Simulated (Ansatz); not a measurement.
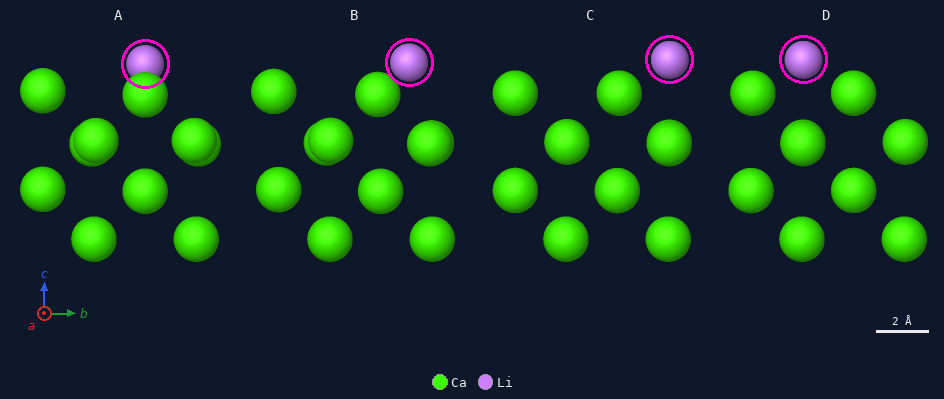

4 geometries from a converged minimum-energy path of Li on Ca(110) (17 atoms in the cell), shuffled. The picture is a spheres-only view of the simulation cell, with the vacuum cut short (origin moved), seen along the a axis. The moving atom is ringed, with any periodic copies.

The calculation used DFT PBE-D3(BJ), scalar-relativistic, plane waves, PAW in Ansatz 0.2.0. Set-up: plane-wave cutoff 420 eV; k-point mesh 2 × 2 × 1; Gaussian smearing 0.15 eV; 4 atoms held fixed; 3 movable images; climbing image; force threshold 0.05 eV/Å; iteration limit 80; starting path by image-dependent pair potential.

> Which frame is the transition state?

A. In order along the path, whose images run from 0 to 4: D (image 0, 0.000 eV), A (image 2, +0.136 eV), B (image 3, +0.037 eV), C (image 4, 0.000 eV). The adsorbate starts on a bridge site and hops by a lattice vector of the surface; other mechanisms, such as exchange with a surface atom, weren't searched. The Li atom travels furthest, 3.95 Å from end to end, on a path that bends up to 0.16 Å away from the straight line. At the highest image its nearest neighbour (Ca) is 3.34 Å away, against 3.23 Å at the start, and the surrounding atoms stand up to 0.41 Å off the mean of their end positions.

Limits of the set-up: the k-point mesh is coarse for a cell with partly filled bands; the periodic images lie only 7.9 Å apart, so the values are limited by the cell's size.
